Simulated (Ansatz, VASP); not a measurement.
## Cross-check of SrO between VASP and Ansatz

Aim: how closely do two programs agree when they are given the same cell, functional and k mesh?

Program: Ansatz 0.2.0. Level of theory: plane waves, with VASP 6.6.1 beside it; relaxation of cell and atoms at PBE with D3(BJ). Results are calculated unless marked as measured.

The database entry behind the starting cell differs from later determinations by our own check (about 0.5 % short), so it need not match the best structure at ambient conditions.

**1. Starting point**

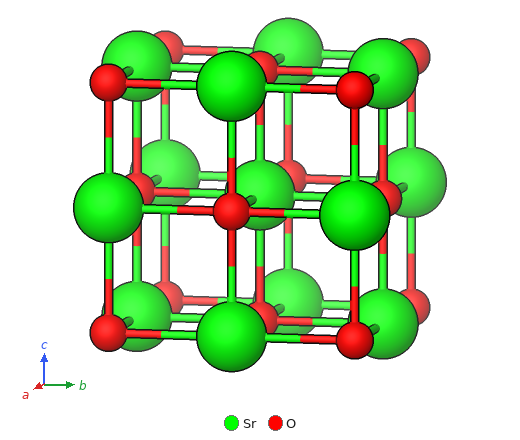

Start, viewed slightly off an axis; strontium green, oxygen red. This picture shows the conventional cell, with its axes. Some periodic images of atoms are drawn too.

**2. Ansatz: relaxation of cell and atoms, PBE with D3(BJ)**

Ansatz runs on its default PAW (the set named soft_2) files.

The relaxed volume is the usual yardstick between codes: its relative difference is about their pressure difference at one cell divided by the bulk modulus.

input.yaml reads:

```yaml
crystal:
  lattice:
    - [0.0, 2.5663, 2.5663]
    - [2.5663, 0.0, 2.5663]
    - [2.5663, 2.5663, 0.0]
  atoms:
    - { symbol: Sr, position: [0.5, 0.5, 0.5] }
    - { symbol: O, position: [0.0, 0.0, 0.0] }
hamiltonian:
  xc: pbe
  pseudopotentials: { kind: paw }
  dispersion: d3bj
kpoints:
  mp_grid: { grid: [8, 8, 8] }
scf:
  occupations: { method: fermi_dirac, width: 0.05 }
relax:
  f_tol: 0.01
  max_steps: 60
  cell: { stress_tol: 0.05 }
output:
  forces: true
  stress: true
```

Started as:

```bash
$ ansatz run input.yaml --threads 4 --pin off --max-ram 9216MiB --backend cpu --events-out ev --progress --plain --runs-dir out
```

Numbers of over 12 decimals in the logs are rounded to 6 here.

The program printed:

```text
Engine: ansatz 0.2.0, x86_64-unknown-linux-gnu
Pseudopotentials: kind: paw
Pseudopotential: Sr, paw, valence charge 10, recommended cutoff 420 eV (normal), Sr.paw.azcp
Pseudopotential: O, paw, valence charge 6, recommended cutoff 420 eV (normal), O.paw.azcp
Functional definition: PBE
  parameter kappa = 0.804
  parameter beta = 0.066725
  exchange = pbe_x(kappa = kappa, mu = beta*pi^2/3)
  correlation = pbe_c(beta = beta)
Crystal: 2 atoms, lattice volume = 33.803 Å³
Basis set: ecut = 420 eV, 645 PW (Γ), exchange–correlation on 50×50×50 points (8 copies of the dense FFT grid, shifted against one another)
Bands: 12, of which v1, the nominal top of the filled ones, is band 8 counted from 1 (7 counted from 0)
Symmetry: 48 space group operations
Space group: Fm-3m (ITA 225), of the structure as read, at distance tolerance 3.2e-5 Å
k-points: 29 of 512
Non-local potential: Sr, projectors of the file, l = 0: 3, l = 1: 2, l = 2: 2
Non-local potential: O, projectors of the file, l = 0: 2, l = 1: 2, l = 2: 1
PAW form: soft (Blöchl's): semilocal exchange-correlation on the pseudo side does not see the compensation charge
PAW one-centre angular grid: Sr, 110 points (default); XC on 64 Gauss nodes
PAW one-centre angular grid: O, 110 points (default); XC on 64 Gauss nodes
Initial density: superposition of atomic densities (neutral atoms: chi_scale 0, normalization atom), corrected by the library's trained network
Initial wavefunctions: pseudopotential atomic-orbital guess
Functional: x = pbe(κ = 0.804, μ = 0.219515), c = pbe(β = 0.066725)
SCF iter   1: F=—  HF=-4115.109796 eV  |F-HF|=—  |Δ(HF+E_count)|=         —  Δρ=3.61e-4  dr2=5.57e-6  ethr=1.77e-3  ⟨swp⟩=8.2  Hψ=2755  notcnv=0
preconditioner: auto → none  [insulator: Δε(μ)=3.301 eV  Ē_g=16.216 eV  σ=0.050 eV  W_gap=1.00  n_scr=8 (ndim 8)  ℏωp=23.9 eV  f_vac=0.000  D(μ)=0.00/eV (n_scr^D=0)  ε∞_Penn≈3.2]
SCF iter   2: F=—  HF=-4115.110677 eV  |F-HF|=—  |Δ(HF+E_count)|=   8.81e-4  Δρ=4.20e-4  dr2=6.22e-5  ethr=3.48e-8  ⟨swp⟩=4.3  Hψ=1189  notcnv=0
SCF iter   3: F=—  HF=-4115.110708 eV  |F-HF|=—  |Δ(HF+E_count)|=   3.05e-5  Δρ=1.32e-4  dr2=2.76e-6  ethr=3.48e-8  ⟨swp⟩=2.7  Hψ=615  notcnv=0
SCF iter   4: F=—  HF=-4115.110725 eV  |F-HF|=—  |Δ(HF+E_count)|=   1.69e-5  Δρ=7.10e-5  dr2=1.23e-6  ethr=1.72e-8  ⟨swp⟩=3.0  Hψ=579  notcnv=0
SCF iter   5: F=—  HF=-4115.110725 eV  |F-HF|=—  |Δ(HF+E_count)|=   3.83e-7  Δρ=3.33e-5  dr2=3.12e-7  ethr=7.72e-9  ⟨swp⟩=1.3  Hψ=372  notcnv=0
SCF iter   6: F=-4115.110725 eV  HF=-4115.110725 eV  |F-HF|=4.08e-8  |Δ(HF+E_count)|=   2.22e-8  Δρ=1.18e-5  dr2=4.83e-8  ethr=6.25e-10  ⟨swp⟩=3.7  Hψ=1375  notcnv=0
SCF 1 converged in 6 iterations: F = -4115.110725 eV  dr2 = 4.83e-8
  greatest PAW one-centre occupation: 0.987 electrons in one spin orbital (limit 2), on the Sr atom at site 0 (counted from 0), in its partial waves of l = 0
relax step   1: F+E_penalty+E_count = -4115.11072511 eV  Δ(F+E_penalty+E_count) = +0.000e0 eV  max|allowed force component| = 8.875e-31 eV/Å  Δτ_max = 0.0000 Å  P = +0.892 GPa  Ω = 33.803 Å³  (6 SCF iters, dr2 threshold 1.00e-7 eV, accepted)
[...]
relax step   2: F+E_penalty+E_count = -4115.10934671 eV  Δ(F+E_penalty+E_count) = +1.378e-3 eV  max|allowed force component| = 7.231e-31 eV/Å  Δτ_max = 0.0000 Å  P = -0.846 GPa  Ω = 34.431 Å³  energy of the carried Pulay correction = -1.418e-3 eV  (6 SCF iters, dr2 threshold 2.00e-7 eV, accepted)
[...]
relax step   3: F+E_penalty+E_count = -4115.11087283 eV  Δ(F+E_penalty+E_count) = -1.526e-3 eV  max|allowed force component| = 7.231e-31 eV/Å  Δτ_max = 0.0000 Å  P = -0.012 GPa  Ω = 34.122 Å³  energy of the carried Pulay correction = -7.243e-4 eV  (6 SCF iters, dr2 threshold 2.00e-7 eV, accepted)
[...]
relax step   4: F+E_penalty+E_count = -4115.11156261 eV  Δ(F+E_penalty+E_count) = -6.898e-4 eV  max|allowed force component| = 5.423e-31 eV/Å  Δτ_max = 0.0000 Å  P = +0.027 GPa  Ω = 34.122 Å³  stress off target by 2.71e-2 GPa  SCF on the basis re-selected at this cell (its energy is not comparable with the rows above)  (9 SCF iters)
basis re-selected at this cell: Δ(F+E_penalty+E_count) = -6.898e-4 eV, ΔP = +0.039 GPa vs the last step (what re-selecting the basis moved, of the pressure what is left beyond the Pulay correction that the steps carried, after the strain that the cell walked since its last selection, with what the two solves' SCF thresholds leave and, on support functions, any second-order correction that the steps lacked; it is no m [...]
SCF converged after 9 iterations
Free energy (F): -4115.111563 eV
Harris-Foulkes:  -4115.111563 eV  (|F-HF|=9.09e-13)
Internal energy: -4115.111563 eV  (E = F + TS)
E sigma→0 (E₀):  -4115.111563 eV
Fermi energy:    9.584391 eV
--- Per-component energies (eV) ---
  E_band       = -58.647742
  E_kinetic    = 423.129356
  E_local      = -865.882887  (includes V_loc(G=0)·N_el)
  E_nonlocal   = 250.174682
  E_hartree    = 234.537323
  E_xc         = -249.430603
  E_vxc        = -259.242443  (∫ρ·V_xc dr)
  E_paw        = -2852.348375  (= ΣΔE_a)
  E_vpaw       = -75.903495  (= ΣTr[D̂ρ^β])
  E_aug_tail   = 0.002400  (compensation charges beyond the density's cutoff)
  E_ewald      = -1054.803779
  E_disp       = -0.489679  (pairwise vdW)
  E_smearing   = -0.000000  (= −TS)
  E_closure    = 0.000000  (closes the sum)
  Σ components = -4115.111563   (vs F -4115.111563, Δ=0.00e0)
--- Forces (eV/Å), atoms counted from 1 ---
  atom   1  Sr    -0.00000000    -0.00000000    -0.00000000
  atom   2  O     -0.00000000    -0.00000000     0.00000000
  max |Σ_I F_I| component: 1.91e-30 eV/Å
--- Stress (GPa, compression-positive) ---
        0.027127      -0.000000      -0.000000
       -0.000000       0.027127       0.000000
       -0.000000      -0.000000       0.027127
  P = ⅓ Tr σ = 0.0271 GPa (0.271 kbar)
--- Relaxed structure (3 steps of the walk, 3 accepted, 1 SCFs on fresh bases) ---
  F+E_penalty+E_count = -4115.11156261 eV   max|allowed force component| = 5.423e-31 eV/Å   (the final SCF, on the basis selected at the relaxed cell)
  cell:  # Å, volume = 34.1223 Å³
    - [0, 2.574361, 2.574361]
    - [2.574361, 0, 2.574361]
    - [2.574361, 2.574361, 0]
  atoms:
    - { symbol: Sr, position: [0.5, 0.5, 0.5] }
    - { symbol: O, position: [0, 0, 0] }
```

Elapsed: 0.82 s, on 4 threads of Intel Xeon Platinum 8559C (Emerald Rapids), shared host; peak memory 0.36 GiB; 2.3 s of CPU time.

**3. VASP: relaxation of cell and atoms, PBE with D3(BJ)**

The same cell, functional, mesh and smearing now go to VASP, with its own data sets and cutoff.

Lines of VASP's logs that name or quote its potential files are left out, and so is its time.

INCAR reads:

```
SYSTEM = SrO
PREC = Accurate
ENCUT = 560
EDIFF = 1E-06
NELM = 100
ISMEAR = -1
SIGMA = 0.05
LREAL = .FALSE.
ALGO = Normal
GGA = PE
IVDW = 12
NBANDS = 14
LORBIT = 11
LWAVE = .FALSE.
LCHARG = .FALSE.
KPAR = 2
IBRION = 2
NSW = 60
ISIF = 3
EDIFFG = -0.01
```

POSCAR reads:

```
SrO
1.0
    0.0000000000      2.5663000000      2.5663000000
    2.5663000000      0.0000000000      2.5663000000
    2.5663000000      2.5663000000      0.0000000000
Sr O
1 1
Direct
    0.5000000000      0.5000000000      0.5000000000
    0.0000000000      0.0000000000      0.0000000000
```

KPOINTS reads:

```
Automatic mesh
0
Gamma
8 8 8
0 0 0
```

The projector-augmented-wave data sets are Sr_sv and O (PBE family, release 64).

Started as:

```bash
$ mpirun -np 2 vasp_std
```

The program printed:

```text
[banner, memory and clock lines left out]
running    2 mpi-ranks, on    1 nodes
 distrk:  each k-point on    1 cores,    2 groups
 distr:  one band on    1 cores,    1 groups

 POSCAR found type information on POSCAR SrO
 POSCAR found :  2 types and       2 ions
 LDA part: xc-table for (Slater+PW92), standard interpolation
 POSCAR, INCAR and KPOINTS ok, starting setup
 FFT: planning ... GRIDC
 FFT: planning ... GRID_SOFT
 FFT: planning ... GRID
 WAVECAR not read
 entering main loop
       N       E                     dE             d eps       ncg     rms          rms(c)
DAV:   1     0.682141595627E+02    0.68214E+02   -0.82862E+03   812   0.114E+03
DAV:   2    -0.104323134489E+02   -0.78646E+02   -0.72030E+02  1112   0.231E+02
DAV:   3    -0.141932783853E+02   -0.37610E+01   -0.37419E+01  1200   0.446E+01
DAV:   4    -0.142405667058E+02   -0.47288E-01   -0.47276E-01   980   0.418E+00
DAV:   5    -0.142412125124E+02   -0.64581E-03   -0.64579E-03  1070   0.336E-01    0.166E+01
DAV:   6    -0.121752669062E+02    0.20659E+01   -0.72348E+00   836   0.209E+01    0.198E+01
DAV:   7    -0.120459125759E+02    0.12935E+00   -0.35692E-01   968   0.528E+00    0.114E+01
DAV:   8    -0.120350641378E+02    0.10848E-01   -0.12106E-01   938   0.362E+00    0.649E-01
DAV:   9    -0.120369040499E+02   -0.18399E-02   -0.63888E-03  1200   0.541E-01    0.239E-01
DAV:  10    -0.120373540570E+02   -0.45001E-03   -0.45916E-04   854   0.218E-01    0.114E-01
DAV:  11    -0.120375117226E+02   -0.15767E-03   -0.16421E-04   854   0.996E-02    0.379E-02
DAV:  12    -0.120375276647E+02   -0.15942E-04   -0.30662E-05   872   0.433E-02    0.408E-02
DAV:  13    -0.120375284444E+02   -0.77971E-06   -0.25505E-06   896   0.140E-02
   1 F= -.12531829E+02 E0= -.12531829E+02  d E =-.125318E+02
 curvature:   0.00 expect dE= 0.000E+00 dE for cont linesearch  0.000E+00
 trial: gam= 0.00000 g(F)=  0.190E-61 g(S)=  0.699E-02 ort = 0.000E+00 (trialstep = 0.100E+01)
 search vector abs. value=  0.699E-02
 bond charge predicted
       N       E                     dE             d eps       ncg     rms          rms(c)
DAV:   1    -0.121059099289E+02   -0.68382E-01   -0.11154E+00  1012   0.892E+00    0.215E+00
DAV:   2    -0.120614300473E+02    0.44480E-01   -0.15890E-01   968   0.329E+00    0.640E-01
DAV:   3    -0.120518528377E+02    0.95772E-02   -0.16161E-02  1270   0.133E+00    0.688E-01
DAV:   4    -0.120502388644E+02    0.16140E-02   -0.82648E-03  1290   0.613E-01    0.509E-01
DAV:   5    -0.120507381838E+02   -0.49932E-03   -0.63764E-04  1290   0.173E-01    0.192E-01
DAV:   6    -0.120509041869E+02   -0.16600E-03   -0.53498E-04  1322   0.132E-01    0.216E-02
DAV:   7    -0.120509034548E+02    0.73205E-06   -0.51514E-06   840   0.220E-02
   2 F= -.12533861E+02 E0= -.12533861E+02  d E =-.203165E-02
 trial-energy change:   -0.002032  1 .order   -0.002137   -0.006987    0.002714
 step:   0.7068(harm=  0.7202)  dis= 0.00000  next Energy=   -12.534261 (dE=-0.243E-02)
 bond charge predicted
       N       E                     dE             d eps       ncg     rms          rms(c)
DAV:   1    -0.120527880763E+02   -0.18839E-02   -0.96794E-02  1044   0.264E+00    0.664E-01
DAV:   2    -0.120488994070E+02    0.38887E-02   -0.13397E-02   956   0.957E-01    0.187E-01
DAV:   3    -0.120480827503E+02    0.81666E-03   -0.14130E-03  1248   0.389E-01    0.170E-01
DAV:   4    -0.120479521719E+02    0.13058E-03   -0.81261E-04  1298   0.190E-01    0.129E-01
DAV:   5    -0.120480070299E+02   -0.54858E-04   -0.41445E-05  1278   0.511E-02    0.377E-02
DAV:   6    -0.120480250691E+02   -0.18039E-04   -0.41327E-05  1346   0.395E-02    0.827E-03
DAV:   7    -0.120480259825E+02   -0.91346E-06   -0.58676E-07   610   0.840E-03
   3 F= -.12534271E+02 E0= -.12534271E+02  d E =-.244219E-02
 curvature:  -0.36 expect dE=-0.599E-08 dE for cont linesearch -0.599E-08
 trial: gam= 0.00000 g(F)=  0.822E-60 g(S)=  0.167E-07 ort =-0.108E-04 (trialstep = 0.941E+00)
 search vector abs. value=  0.168E-07
 reached required accuracy - stopping structural energy minimisation
```

From OUTCAR (step 3):

```text
ion  position               nearest neighbor table
   1  0.500  0.500  0.500-   2 2.57   2 2.57   2 2.57   2 2.57   2 2.57   2 2.57
   2  0.000  0.000  0.000-   1 2.57   1 2.57   1 2.57   1 2.57   1 2.57   1 2.57

  LATTYP: Found a face centered cubic cell.
 ALAT       =     5.1326000000

 Subroutine GETGRP returns: Found 48 space group operations
 (whereof 48 operations were pure point group operations)

The static configuration has the point symmetry O_h .

 Found     29 irreducible k-points:

   k-points           NKPTS =     29   k-points in BZ     NKDIM =     29   number of bands    NBANDS=     14

   dimension x,y,z NGX =    28 NGY =   28 NGZ =   28
   dimension x,y,z NGXF=    56 NGYF=   56 NGZF=   56

   ENCUT  =  560.0 eV  41.16 Ry    6.42 a.u.   7.00  7.00  7.00*2*pi/ulx,y,z

   NELECT =      16.0000    total number of electrons

 k-points in reciprocal lattice and weights: Automatic mesh
   0.00000000  0.00000000  0.00000000       0.002
   0.12500000  0.00000000  0.00000000       0.016
   0.25000000  0.00000000  0.00000000       0.016
   0.37500000  0.00000000  0.00000000       0.016
   0.50000000  0.00000000  0.00000000       0.008
   0.12500000  0.12500000  0.00000000       0.012
   0.25000000  0.12500000  0.00000000       0.047
   0.37500000  0.12500000  0.00000000       0.047
   0.50000000  0.12500000  0.00000000       0.047
[...]
-0.37500000  0.50000000  0.12500000       0.023
  -0.25000000  0.50000000  0.25000000       0.012

 Edisp (eV)   -0.48296

 average (electrostatic) potential at core
       1 -36.5793       2 -70.7853

 E-fermi :   2.6271

 k-point     1 :       0.0000    0.0000    0.0000
  band No.  band energies     occupation
    ...
      4     -12.4592      2.00000
      5     -12.4592      2.00000
      6       1.6145      2.00000
      7       1.6145      2.00000
      8       1.6145      2.00000
      9       5.5240      0.00000
     10       7.8023      0.00000
     11       7.8023      0.00000
     12       7.8023      0.00000
     13       9.9468      0.00000
    ...

 k-point     2 :       0.1250    0.0000    0.0000
  band No.  band energies     occupation
    ...
      4     -12.4711      2.00000
      5     -12.1374      2.00000
      6       1.1649      2.00000
      7       1.4211      2.00000
      8       1.4211      2.00000
      9       6.2176      0.00000
     10       7.6542      0.00000
     11       8.1043      0.00000
     12       8.1043      0.00000
     13      10.3469      0.00000
    ...

 k-point     3 :       0.2500    0.0000    0.0000
  band No.  band energies     occupation
    ...
      4     -12.4995      2.00000
      5     -11.6862      2.00000
      6       0.3476      2.00000
      7       1.0034      2.00000
      8       1.0034      2.00000
      9       7.5615      0.00000
     10       7.7711      0.00000
     11       8.9231      0.00000
     12       8.9231      0.00000
     13      11.3485      0.00000
    ...

 Edisp (eV)   -0.48625

  Total      -0.00048    -0.00048    -0.00048     0.00000    -0.00000     0.00000
  in kB      -0.02238    -0.02238    -0.02238     0.00000    -0.00000     0.00000
  external pressure =       -0.02 kB  Pullay stress =        0.00 kB

  energy-cutoff  :      560.00
  volume of cell :       34.34
      direct lattice vectors                 reciprocal lattice vectors
     0.000000000  2.579895355  2.579895355    -0.193806310  0.193806310  0.193806310
     2.579895355  0.000000000  2.579895355     0.193806310 -0.193806310  0.193806310
     2.579895355  2.579895355 -0.000000000     0.193806310  0.193806310 -0.193806310

 POSITION                                       TOTAL-FORCE (eV/Angst)
 -----------------------------------------------------------------------------------
      2.57990      2.57990      2.57990         0.000000     -0.000000     -0.000000
      0.00000      0.00000      0.00000        -0.000000      0.000000      0.000000
 -----------------------------------------------------------------------------------
    total drift:                                0.000000      0.000000      0.000000

  FREE ENERGIE OF THE ION-ELECTRON SYSTEM (eV)
  ---------------------------------------------------
  free  energy   TOTEN  =       -12.5342714490 eV

  energy  without entropy=      -12.5342714489  energy(sigma->0) =      -12.53427145

 reached required accuracy - stopping structural energy minimisation

 total charge
# of ion       s       p       d       tot
------------------------------------------
    1        2.016   5.812   0.254   8.082
    2        1.550   3.420   0.000   4.970
--------------------------------------------------
tot          3.566   9.232   0.254  13.052

[... 3 further parts left out ...]
```

**4. Comparison**

Known differences besides the PAW data sets themselves: both relaxations stop at a tolerance, which leaves soft axes loose, and VASP keeps its plane-wave basis; the cutoff is 420 eV in Ansatz and 560 eV in VASP; VASP leaves aspherical gradient terms in its spheres out (LASPH is not set), Ansatz keeps them; Ansatz adds a Pulay correction to the stress that steers its cell, VASP none. Total energies have different zeros and are not compared.

Compared:

| quantity | Ansatz | VASP | difference |
| --- | --- | --- | --- |
| volume (Å³) | 34.12 | 34.34 | -0.64 % |
| edge a after relaxation, in the typed setting (Å) | 3.641 | 3.648 | -0.21 % |

The walks stopped with 0.03 GPa left in Ansatz and 0.00 GPa in VASP; each walk ends within a tolerance, so the volume difference is uncertain by about these residues over the bulk modulus, most in soft cells.

**5. Results**

```
difference in volume (relaxation of cell and atoms, PBE with D3(BJ)) : -0.64 %
```

The difference in volume is -0.64 % (relaxation of cell and atoms, PBE with D3(BJ)), within the 1.2 % picked in this series as the mark of a large difference, as far as the stopping tolerances let one tell. How closely two codes agree says nothing of how well the functional describes the real material.

[Lines on the potential files, build, host, timing and source positions are cut from VASP's logs without a mark.]

[Logs are printed without paths, hosts, clocks, repeated set-up lines and the standing remarks that a program may print on its own settings, such as how far it seeks lower states.]

[Hosts, paths, dates, database ids (printed as entryN), source tags and the programs' standing remarks are cut or masked in the printed files.]
